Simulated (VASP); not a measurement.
Band structure of TiO (relaxed from the zinc blende structure, space group F-43m). Level of theory: r2SCAN meta-GGA, VASP's PBE PAW potentials (set 64) (plane waves; VASP).

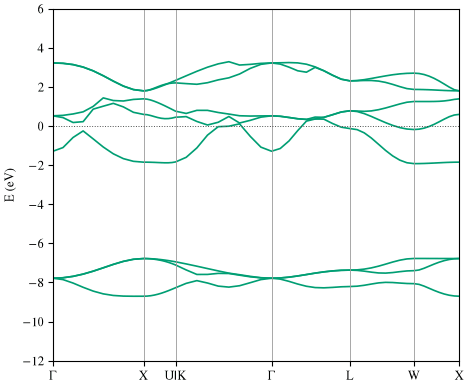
Figure. Bands along high-symmetry lines, zero at the valence-band maximum or, without a gap, the Fermi level

Problem. Read the plot: is there a gap, and where are the band edges?

Solution. It has no gap at this level: it comes out as a metal or semimetal.

The structure was generated: TiO was put into the zinc blende type (F-43m), which need not be its known phase. It was relaxed first, which changed the volume by -31 %.
